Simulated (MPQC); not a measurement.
# FHInO (SMILES [OH][In][F]): a first try and a second

Aim: the energy of FHInO at ROSPW92/STO-3G.

Program for the calculation: MPQC 2.3.1.

**1. The structure to begin with**

FHInO: 4 atoms, total charge 0, spin state doublet. SMILES: `[OH][In][F]`. The shape comes from GFN2-xTB, which is rough for such elements, and wasn't checked as a minimum.

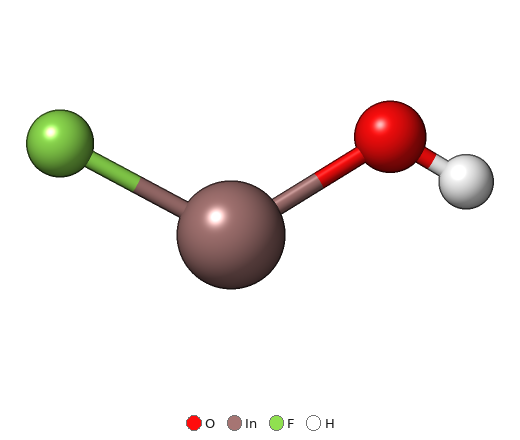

The structure, seen from a chosen angle (oxygen red, indium brown, fluorine green, hydrogen white).

**2. The input as first written**

The input, run.in:

```
% FHInO
molecule<Molecule>: (
    symmetry = auto
    unit = bohr
    { atoms geometry } = {
        O  [ -1.82039207 -0.67869514 1.17189476 ]
        In [ 1.31290612 -0.26962612 -1.05140582 ]
        F  [ 3.04302598 3.27861813 -1.46631409 ]
        H  [ -2.53555892 -2.33027798 1.34582515 ]
    }
)
basis<GaussianBasisSet>: (
    name = "STO-3G"
    molecule = $:molecule
    basisdir = "."
    puream = no
)
mpqc: (
    checkpoint = no
    savestate = no
    restart = no
    do_energy = yes
    do_gradient = no
    optimize = no
    mole<HSOSKS>: (
        molecule = $:molecule
        basis = $:basis
        total_charge = 0
        multiplicity = 2
        memory = 1000000000
        print_evals = yes
        maxiter = 5
        functional<StdDenFunctional>: ( name = "SPW92" )
        integrator<RadialAngularIntegrator>: ( grid = medium )
    )
)
```

The basis set STO-3G is read from a file made from the Basis Set Exchange's data (not shown).

Command:

```bash
$ mpqc run.in > run.out
```

The program printed:

```text
MPQC: Massively Parallel Quantum Chemistry
                                   Version 2.3.1

  Using IntegralV3 by default for molecular integrals evaluation

  Molecule: setting point group to c1

  HSOSSCF::init: total charge = 0

  docc = [ 33 ]
  socc = [ 1 ]

  Molecular formula HFInO

  MPQC options:
    matrixkit     = <ReplSCMatrixKit>
    restart       = no
    checkpoint    = no
    savestate     = no
    do_energy     = yes
    do_gradient   = no
    optimize      = no
    write_pdb     = no
    print_mole    = yes
    print_timings = yes

  SCF::compute: energy accuracy = 1.0000000e-06

  nuclear repulsion energy =  238.4795352592

  Starting from core Hamiltonian guess

  Using symmetric orthogonalization.
  n(basis):            40
  Maximum orthogonalization residual = 3.62101
  Minimum orthogonalization residual = 0.000183678
  Beginning iterations.  Basis is STO-3G.
  WARNING: BeckeIntegrationWeight usually uses the atomic maximum
           probability radius, however this is not available for
           one of the atoms in your system. The Bragg radius will
           be used instead.
  Integrated electron density error = -0.007548528098
  iter     1 energy = -5845.7136439988 delta = 6.35013e-01
  Integrated electron density error = -0.003787140725
  iter     2 energy = -5852.5260056454 delta = 1.07804e+00
  Integrated electron density error = -0.010168110701
  iter     3 energy = -5843.5878061265 delta = 3.49279e-01
  Integrated electron density error = -0.009891684678
  iter     4 energy = -5853.7195803558 delta = 3.33968e-01
  Integrated electron density error = -0.003928006479
  iter     5 energy = -5850.1476266538 delta = 1.44775e-01

  A
        1 -974.24490    2.00000
        2 -142.44598    2.00000
        3 -134.60363    2.00000
        4 -134.59909    2.00000
        5 -134.59088    2.00000
        6  -26.34780    2.00000
        7  -23.39051    2.00000
        8  -23.37964    2.00000
        9  -23.35960    2.00000
       10  -23.29410    2.00000
       11  -18.10481    2.00000
       12  -15.87023    2.00000
       13  -15.86959    2.00000
       14  -15.85557    2.00000
       15  -15.84736    2.00000
       16  -15.84522    2.00000
       17   -3.88007    2.00000
       18   -2.81369    2.00000
       19   -2.80032    2.00000
       20   -2.76618    2.00000
       21   -0.71429    2.00000
       22   -0.66106    2.00000
       23   -0.63896    2.00000
       24   -0.63699    2.00000
       25   -0.61482    2.00000
       26   -0.59899    2.00000
       27   -0.59422    2.00000
       28   -0.28960    2.00000
       29   -0.21055    2.00000
       30   -0.10473    2.00000
       31   -0.06960    2.00000
       32    0.04939    2.00000
       33    0.14292    2.00000
       34    0.05029    1.00000
       35    0.03376    0.00000
       36    0.15434    0.00000
       37    0.22761    0.00000
       38    0.47423    0.00000
       39   12.19284    0.00000
       40  227.54387    0.00000

  HOMO is    33   A =   0.142920
  LUMO is    35   A =   0.033763

  total scf energy = -5850.1476266538
ERROR: SC EXCEPTION RAISED:
terminate called after throwing an instance of 'sc::ToleranceExceeded'
```

Run time: 0.66 s. Hardware: 1 thread of Arm Neoverse V1, shared host.

**3. Reading the log**

The iterations ended before the threshold was met.

The telling line is `ERROR: SC EXCEPTION RAISED`. The cause is that the iteration cap is too low for convergence. To mend it: raise the SCF iteration cap from 5.

**4. Try two**

The input, job.in:

```
molecule<Molecule>: (
    symmetry = auto
    unit = bohr
    { atoms geometry } = {
        O  [ -1.82039207    -0.67869514     1.17189476 ]
        In [ 1.31290612    -0.26962612    -1.05140582 ]
        F  [ 3.04302598     3.27861813    -1.46631409 ]
        H  [ -2.53555892    -2.33027798     1.34582515 ]
    }
)
basis<GaussianBasisSet>: (
    name = "STO-3G"
    molecule = $:molecule
    basisdir = "."
    puream = no
)
mpqc: (
    checkpoint = no
    savestate = no
    restart = no
    do_energy = yes
    do_gradient = no
    optimize = no
    mole<HSOSKS>: (
        molecule = $:molecule
        basis = $:basis
        total_charge = 0
        multiplicity = 2
        memory = 1000000000
        print_evals = yes
        maxiter = 100
        functional<StdDenFunctional>: ( name = "SPW92" )
        integrator<RadialAngularIntegrator>: ( grid = medium )
    )
)
```

The basis set STO-3G is read from a file made from the Basis Set Exchange's data (not shown).

Command:

```bash
$ mpqc -o job.out job.in
```

The program printed:

```text
MPQC: Massively Parallel Quantum Chemistry
                                   Version 2.3.1

  Using IntegralV3 by default for molecular integrals evaluation

  Molecule: setting point group to c1

  HSOSSCF::init: total charge = 0

  docc = [ 33 ]
  socc = [ 1 ]

  Molecular formula HFInO

  MPQC options:
    matrixkit     = <ReplSCMatrixKit>
    restart       = no
    checkpoint    = no
    savestate     = no
    do_energy     = yes
    do_gradient   = no
    optimize      = no
    write_pdb     = no
    print_mole    = yes
    print_timings = yes

  SCF::compute: energy accuracy = 1.0000000e-06

  nuclear repulsion energy =  238.4795352592

  Starting from core Hamiltonian guess

[... 10 lines left out ...]
  iter     1 energy = -5845.7136439988 delta = 6.35013e-01
[... 6 lines left out ...]
  Integrated electron density error = -0.003928006479
[... 6 lines left out ...]
  iter     8 energy = -5852.9186875120 delta = 2.46771e-02
[... 6 lines left out ...]
  Integrated electron density error = -0.005964553200
[... 6 lines left out ...]
  iter    15 energy = -5854.2208590635 delta = 6.05536e-03
[... 6 lines left out ...]
  Integrated electron density error = 0.000517115457
[... 6 lines left out ...]
  iter    22 energy = -5854.2274006368 delta = 6.15954e-05
  Integrated electron density error = 0.000516198499
[... 1 line left out ...]
  Integrated electron density error = 0.000516312159
[... 1 line left out ...]
  Integrated electron density error = 0.000516341946
[... 1 line left out ...]
  Integrated electron density error = 0.000516331247
[... 1 line left out ...]
  Integrated electron density error = 0.000516331754
[... 1 line left out ...]
  Integrated electron density error = 0.000516331670
[... 13 lines left out ...]
Value of the MolecularEnergy: -5854.2274021244
[... 17 lines left out ...]
        }
      )
      Atomic Masses:
         15.99491  114.82000   18.99840    1.00783

    Electronic basis:
      GaussianBasisSet:
        nbasis = 40
        nshell = 18
        nprim  = 54
        name = "STO-3G"
    SCF Parameters:
      maxiter = 100
      density_reset_frequency = 10
      level_shift = 0.250000

    HSOSSCF Parameters:
      charge = 0
      ndocc = 33
      nsocc = 1
      docc = [ 33 ]
      socc = [ 1 ]

    Functional:
      Standard Density Functional: SPW92
      Sum of Functionals:
        +0.0000000000000000 Hartree-Fock Exchange
        +1.0000000000000000
          Object of type SlaterXFunctional
        +1.0000000000000000
          Object of type PW92LCFunctional
    Integrator:
      RadialAngularIntegrator:
        Pruned medium grid employed
                        CPU Wall
mpqc:                  4.10 4.10
  calc:                4.09 4.09
    vector:            4.09 4.09
[... 5 lines of this table left out ...]
  input:               0.01 0.01
```

It took 4.2 s on 1 thread of Arm Neoverse V1, shared host.

**5. Summary of results**

At ROSPW92/STO-3G:

```
    quantity           value
total energy  -5854.22740 Eh
```

Relativity is left out although the molecule holds a heavy atom.
